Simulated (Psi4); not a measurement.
**HBr: frequency calculation (part 2 of 3)**

Continued. System: HBr. Method: CAM-B3LYP/6-311G**, RKS, dispersion D3(BJ) (Psi4 1.11). The geometry was optimised with CAM-B3LYP/6-311G**.

Geometry of the input (Å):
```
Br -0.6024  0.2860  -0.3535
H  0.5697  -0.1919  0.2922
```

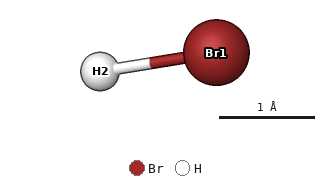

**Figure 1.** The structure (ball-and-stick view, seen at a tilt; atoms are numbered from 1 in the order of the input).

### The program's output, continued
```
                           Total Energy        Delta E     RMS |[F,P]|

   @DF-RKS iter SAD: -2573.24300163740008   -2.57324e+03   0.00000e+00
   @DF-RKS iter   1: -2574.41095864042336   -1.16796e+00   7.22898e-02 ADIIS/DIIS
   @DF-RKS iter   2: -2574.42573020677628   -1.47716e-02   7.29282e-02 ADIIS/DIIS
   @DF-RKS iter   3: -2574.84708521240555   -4.21355e-01   1.14362e-03 ADIIS/DIIS
   @DF-RKS iter   4: -2574.84719068007735   -1.05468e-04   8.09985e-05 DIIS
   @DF-RKS iter   5: -2574.84719361241287   -2.93234e-06   3.60502e-05 DIIS
   @DF-RKS iter   6: -2574.84719414874144   -5.36329e-07   3.07285e-06 DIIS
   @DF-RKS iter   7: -2574.84719415513428   -6.39284e-09   1.25497e-06 DIIS
   @DF-RKS iter   8: -2574.84719415577638   -6.42103e-10   9.87066e-08 DIIS
   @DF-RKS iter   9: -2574.84719415578002   -3.63798e-12   3.64638e-09 DIIS
  Energy and wave function converged.

  ==> Post-Iterations <==

   Electrons on quadrature grid:
      Ntotal   =   36.0000005297 ; deviation = 5.297e-07

    Final Occupation by Irrep:
             A1    A2    B1    B2
    DOCC [     9,    1,    4,    4 ]
    NA   [     9,    1,    4,    4 ]
    NB   [     9,    1,    4,    4 ]

  @DF-RKS Final Energy: -2574.84719415578002

   => Energetics <=

    Nuclear Repulsion Energy =             13.0100150836751407
    One-Electron Energy =               -3608.5643709404448600
    Two-Electron Energy =                1092.4675785754204753
    DFT Exchange-Correlation Energy =     -71.7601390364828120
    Empirical Dispersion Energy =          -0.0002778379473636
    VV10 Nonlocal Energy =                  0.0000000000000000
    Total Energy =                      -2574.8471941557795617

Computation Completed

Properties will be evaluated at   0.000000,   0.000000,   0.000000 [a0]

Properties computed using the SCF density matrix

 Multipole Moments:

 ------------------------------------------------------------------------------------
     Multipole            Electronic (a.u.)      Nuclear  (a.u.)        Total (a.u.)
 ------------------------------------------------------------------------------------

 L = 1.  Multiply by 2.5417464519 to convert [e a0] to [Debye]
 Dipole X            :          0.0000000           -0.0000000           -0.0000000
 Dipole Y            :          0.0000000            0.0000000            0.0000000
 Dipole Z            :         -1.0297946            1.4690292            0.4392346
 Magnitude           :                                                    0.4392346

 ------------------------------------------------------------------------------------

	total time  =          1 seconds =       0.02 minutes

         ------------------------------------------------------------
                                   SCF GRAD
         ------------------------------------------------------------

  ==> Geometry <==

    Molecular point group: c2v
    Full point group: C_inf_v

    Geometry (in Bohr), charge = 0, multiplicity = 1:

       Center              X                  Y                   Z               Mass
    ------------   -----------------  -----------------  -----------------  -----------------
         BR          -0.000000000000     0.000000000000    -0.033922388449    78.918337600000
         H           -0.000000000000     0.000000000000     2.656312770765     1.007825032230

  Nuclear repulsion =   13.010015083675141

   => Molecular Quadrature <=

    Radial Scheme          =       TREUTLER
    Pruning Scheme         =           NONE
    Nuclear Scheme         =       TREUTLER

    Blocking Scheme        =         OCTREE
    BS radius alpha        =              1
    Pruning alpha          =              1
    Radial Points          =             75
    Spherical Points       =            302
    Total Points           =          42447
    Total Blocks           =            382
    Max Points             =            253
    Max Functions          =             50
    Weights Tolerance      =       1.00E-15

  -Total Gradient:
     Atom            X                  Y                   Z
    ------   -----------------  -----------------  -----------------
       1        0.000000000000    -0.000000000000    -0.001397179993
       2        0.000000000000     0.000000000000     0.001392841889

	total time  =          0 seconds =       0.00 minutes

    Psi4 run time: 0:00:00.97

    -----------------------------------------------------------------------
                               Psi4 1.11 release

    h
    h
    h

    -----------------------------------------------------------------------

    Memory:     1.5 GiB
    Threads:    1
                ecpint, einsums, f̶o̶r̶t̶e̶, gauxc, gcp, g̶d̶m̶a̶, geometric, g̶p̶u̶_̶d̶f̶c̶c̶,
                i̶n̶t̶e̶g̶r̶a̶t̶o̶r̶x̶x̶, i̶p̶i̶, libefp, m̶d̶i̶, m̶p̶2̶d̶, m̶r̶c̶c̶, ooo,
                o̶p̶e̶n̶f̶e̶r̶m̶i̶o̶n̶p̶s̶i̶4̶, pcmsolver, p̶s̶i̶4̶f̶o̶c̶k̶c̶i̶, p̶s̶i̶x̶a̶s̶,
                p̶y̶e̶i̶n̶s̶u̶m̶s̶, r̶e̶s̶p̶, s̶i̶m̶i̶n̶t̶, s̶n̶s̶m̶p̶2̶,
                v̶2̶r̶d̶m̶_̶c̶a̶s̶s̶c̶f̶

gradient() will perform analytic gradient computation.

  ==> Geometry <==

    Molecular point group: c2v
    Full point group: C_inf_v

    Geometry (in Bohr), charge = 0, multiplicity = 1:

       Center              X                  Y                   Z               Mass
    ------------   -----------------  -----------------  -----------------  -----------------
         BR           0.000000000000    -0.000000000000    -0.033795984941    78.918337600000
         H            0.000000000000    -0.000000000000     2.646414669049     1.007825032230

  Running in c2v symmetry.

  Rotational constants: A = ************  B =      8.42136  C =      8.42136 [cm^-1]
  Rotational constants: A = ************  B = 252466.04015  C = 252466.04015 [MHz]
  Nuclear repulsion =   13.058675051489962

  Charge       = 0
  Multiplicity = 1
  Electrons    = 36
  Nalpha       = 18
  Nbeta        = 18

   => Molecular Quadrature <=

    Radial Scheme          =       TREUTLER
    Pruning Scheme         =           NONE
    Nuclear Scheme         =       TREUTLER

    Blocking Scheme        =         OCTREE
    BS radius alpha        =              1
    Pruning alpha          =              1
    Radial Points          =             75
    Spherical Points       =            302
    Total Points           =          42447
    Total Blocks           =            383
    Max Points             =            253
    Max Functions          =             50
    Weights Tolerance      =       1.00E-15

   => Auxiliary Basis Set <=

  Basis Set: DEF2-UNIVERSAL-JKFIT
    Blend: DEF2-UNIVERSAL-JKFIT
    Number of shells: 66
    Number of basis functions: 284
    Number of Cartesian functions: 391
    Spherical Harmonics?: true
    Max angular momentum: 5

  Cached 100.0% of DFT collocation blocks in 0.048 [GiB].

  Minimum eigenvalue in the overlap matrix is 1.0749568350E-02.
  Reciprocal condition number of the overlap matrix is 2.6797473529E-03.
    Using symmetric orthogonalization.

  ==> Iterations <==

                           Total Energy        Delta E     RMS |[F,P]|

   @DF-RKS iter SAD: -2573.24642574943755   -2.57325e+03   0.00000e+00
   @DF-RKS iter   1: -2574.41143646782075   -1.16501e+00   7.22826e-02 ADIIS/DIIS
   @DF-RKS iter   2: -2574.42665099502119   -1.52145e-02   7.28993e-02 ADIIS/DIIS
   @DF-RKS iter   3: -2574.84708345430636   -4.20432e-01   1.16079e-03 ADIIS/DIIS
   @DF-RKS iter   4: -2574.84719110185642   -1.07648e-04   8.39170e-05 DIIS
   @DF-RKS iter   5: -2574.84719423866636   -3.13681e-06   3.66034e-05 DIIS
   @DF-RKS iter   6: -2574.84719479186379   -5.53197e-07   3.12016e-06 DIIS
   @DF-RKS iter   7: -2574.84719479837759   -6.51380e-09   1.26932e-06 DIIS
   @DF-RKS iter   8: -2574.84719479903015   -6.52562e-10   9.81501e-08 DIIS
   @DF-RKS iter   9: -2574.84719479903197   -1.81899e-12   3.63345e-09 DIIS
  Energy and wave function converged.

  ==> Post-Iterations <==

   Electrons on quadrature grid:
      Ntotal   =   36.0000005413 ; deviation = 5.413e-07

    Final Occupation by Irrep:
             A1    A2    B1    B2
    DOCC [     9,    1,    4,    4 ]
    NA   [     9,    1,    4,    4 ]
    NB   [     9,    1,    4,    4 ]

  @DF-RKS Final Energy: -2574.84719479903197

   => Energetics <=

    Nuclear Repulsion Energy =             13.0586750514899617
    One-Electron Energy =               -3608.6598960478568188
    Two-Electron Energy =                1092.5156415621224824
    DFT Exchange-Correlation Energy =     -71.7613375233625987
    Empirical Dispersion Energy =          -0.0002778414246709
    VV10 Nonlocal Energy =                  0.0000000000000000
    Total Energy =                      -2574.8471947990315130

Computation Completed

Properties will be evaluated at   0.000000,   0.000000,   0.000000 [a0]

Properties computed using the SCF density matrix

 Multipole Moments:

 ------------------------------------------------------------------------------------
     Multipole            Electronic (a.u.)      Nuclear  (a.u.)        Total (a.u.)
 ------------------------------------------------------------------------------------

 L = 1.  Multiply by 2.5417464519 to convert [e a0] to [Debye]
 Dipole X            :          0.0000000           -0.0000000           -0.0000000
 Dipole Y            :          0.0000000            0.0000000            0.0000000
 Dipole Z            :         -1.0252091            1.4635552            0.4383461
 Magnitude           :                                                    0.4383461

 ------------------------------------------------------------------------------------

	total time  =          1 seconds =       0.02 minutes

         ------------------------------------------------------------
                                   SCF GRAD
         ------------------------------------------------------------

  ==> Geometry <==

    Molecular point group: c2v
    Full point group: C_inf_v

    Geometry (in Bohr), charge = 0, multiplicity = 1:

       Center              X                  Y                   Z               Mass
    ------------   -----------------  -----------------  -----------------  -----------------
         BR          -0.000000000000     0.000000000000    -0.033795984941    78.918337600000
         H           -0.000000000000     0.000000000000     2.646414669049     1.007825032230

  Nuclear repulsion =   13.058675051489962

   => Molecular Quadrature <=

    Radial Scheme          =       TREUTLER
    Pruning Scheme         =           NONE
    Nuclear Scheme         =       TREUTLER

    Blocking Scheme        =         OCTREE
    BS radius alpha        =              1
    Pruning alpha          =              1
    Radial Points          =             75
    Spherical Points       =            302
    Total Points           =          42447
    Total Blocks           =            383
    Max Points             =            253
    Max Functions          =             50
    Weights Tolerance      =       1.00E-15

  -Total Gradient:
     Atom            X                  Y                   Z
    ------   -----------------  -----------------  -----------------
       1        0.000000000000    -0.000000000000     0.001272582011
       2       -0.000000000000     0.000000000000    -0.001276907764

	total time  =          0 seconds =       0.00 minutes

    Psi4 run time: 0:00:00.98

    -----------------------------------------------------------------------
                               Psi4 1.11 release

    h
    h
    h

    -----------------------------------------------------------------------

    Memory:     1.5 GiB
    Threads:    1
                ecpint, einsums, f̶o̶r̶t̶e̶, gauxc, gcp, g̶d̶m̶a̶, geometric, g̶p̶u̶_̶d̶f̶c̶c̶,
                i̶n̶t̶e̶g̶r̶a̶t̶o̶r̶x̶x̶, i̶p̶i̶, libefp, m̶d̶i̶, m̶p̶2̶d̶, m̶r̶c̶c̶, ooo,
                o̶p̶e̶n̶f̶e̶r̶m̶i̶o̶n̶p̶s̶i̶4̶, pcmsolver, p̶s̶i̶4̶f̶o̶c̶k̶c̶i̶, p̶s̶i̶x̶a̶s̶,
                p̶y̶e̶i̶n̶s̶u̶m̶s̶, r̶e̶s̶p̶, s̶i̶m̶i̶n̶t̶, s̶n̶s̶m̶p̶2̶,
                v̶2̶r̶d̶m̶_̶c̶a̶s̶s̶c̶f̶

gradient() will perform analytic gradient computation.

  ==> Geometry <==

    Molecular point group: cs
    Full point group: C_inf_v

    Geometry (in Bohr), charge = 0, multiplicity = 1:

       Center              X                  Y                   Z               Mass
    ------------   -----------------  -----------------  -----------------  -----------------
         BR          -0.000063201754     0.000000000000    -0.033859186695    78.918337600000
         H            0.004949050858     0.000000000000     2.651363719907     1.007825032230

  Running in cs symmetry.

  Rotational constants: A = ************  B =      8.38992  C =      8.38992 [cm^-1]
  Rotational constants: A = ************  B = 251523.53429  C = 251523.53429 [MHz]
  Nuclear repulsion =   13.034276945987939

  Charge       = 0
  Multiplicity = 1
  Electrons    = 36
  Nalpha       = 18
  Nbeta        = 18

   => Molecular Quadrature <=

    Radial Scheme          =       TREUTLER
    Pruning Scheme         =           NONE
    Nuclear Scheme         =       TREUTLER

    Blocking Scheme        =         OCTREE
    BS radius alpha        =              1
    Pruning alpha          =              1
    Radial Points          =             75
    Spherical Points       =            302
    Total Points           =          42447
    Total Blocks           =            376
    Max Points             =            253
    Max Functions          =             50
    Weights Tolerance      =       1.00E-15

   => Auxiliary Basis Set <=

  Basis Set: DEF2-UNIVERSAL-JKFIT
    Blend: DEF2-UNIVERSAL-JKFIT
    Number of shells: 66
    Number of basis functions: 284
    Number of Cartesian functions: 391
    Spherical Harmonics?: true
    Max angular momentum: 5

  Cached 100.0% of DFT collocation blocks in 0.048 [GiB].

  Minimum eigenvalue in the overlap matrix is 1.0755267363E-02.
  Reciprocal condition number of the overlap matrix is 2.6830217367E-03.
    Using symmetric orthogonalization.

  ==> Pre-Iterations <==

  SCF Guess: Superposition of Atomic Densities via on-the-fly atomic UHF (no occupation information).

   -------------------------
    Irrep   Nso     Nmo
   -------------------------
     A'        36      36
     A"        14      14
   -------------------------
    Total      50      50
   -------------------------

  ==> Iterations <==

                           Total Energy        Delta E     RMS |[F,P]|

   @DF-RKS iter SAD: -2573.24471008034607   -2.57324e+03   0.00000e+00
   @DF-RKS iter   1: -2574.41120159473621   -1.16649e+00   5.53889e-02 ADIIS/DIIS
   @DF-RKS iter   2: -2574.42619546455944   -1.49939e-02   5.58698e-02 ADIIS/DIIS
   @DF-RKS iter   3: -2574.84712310331679   -4.20928e-01   6.95091e-04 ADIIS/DIIS
   @DF-RKS iter   4: -2574.84719414291385   -7.10396e-05   6.49187e-05 DIIS
   @DF-RKS iter   5: -2574.84719726356070   -3.12065e-06   2.78976e-05 DIIS
   @DF-RKS iter   6: -2574.84719781202466   -5.48464e-07   2.37462e-06 DIIS
   @DF-RKS iter   7: -2574.84719781853528   -6.51062e-09   9.69617e-07 DIIS
   @DF-RKS iter   8: -2574.84719781917875   -6.43468e-10   7.58234e-08 DIIS
   @DF-RKS iter   9: -2574.84719781918147   -2.72848e-12   2.76121e-09 DIIS
  Energy and wave function converged.

  ==> Post-Iterations <==

   Electrons on quadrature grid:
      Ntotal   =   36.0000005355 ; deviation = 5.355e-07
```
